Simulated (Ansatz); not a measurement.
```xyz
8

B    -1.0111    0.8012   -0.8394
B    -0.0724    0.3474    0.4351
Si   -0.3732    1.5156    1.8805
H    -1.7577    1.7682   -0.8035
H    -1.0441    0.2186   -1.9196
H     0.7101   -0.5782    0.5167
H     0.1917    1.5732    3.3031
H    -1.3292    2.6878    1.8235
```

The highest occupied orbital lies above zero, a sign that basis and functional describe the outermost electron poorly.

The calculation used Ansatz, RKS PBE-D4/def2-mTZVP.

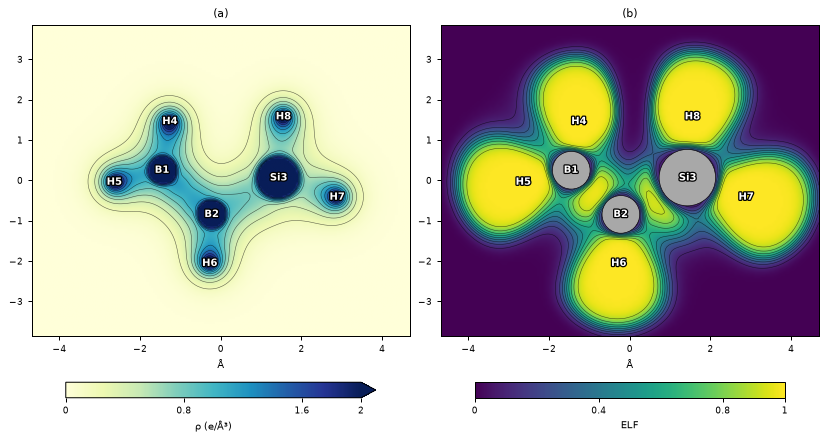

B₂H₅Si (charge −1). (a) electron density; (b) ELF on the molecular plane. Grey discs cover the atomic cores in the ELF map.

### What does the map show?

The section cuts through B, Si and H sites.
B–B (1.65 Å): ρ at the midpoint is about 1.1 e/Å³; the ELF peaks at about 1 between the atoms: localised, covalent bonding.
Si–B (1.88 Å): ρ is about 0.82 e/Å³ halfway; the ELF peaks at about 0.90 between the atoms: a shared electron pair.
B–H (1.21 Å): ρ is about 1.1 e/Å³ halfway; the ELF climbs to about 1 towards the hydrogen, as it does in any bond to H: an ordinary covalent bond to hydrogen.
Si–H (1.51 Å): the density is about 0.74 e/Å³ at the midpoint; the ELF climbs to about 1 towards the hydrogen.
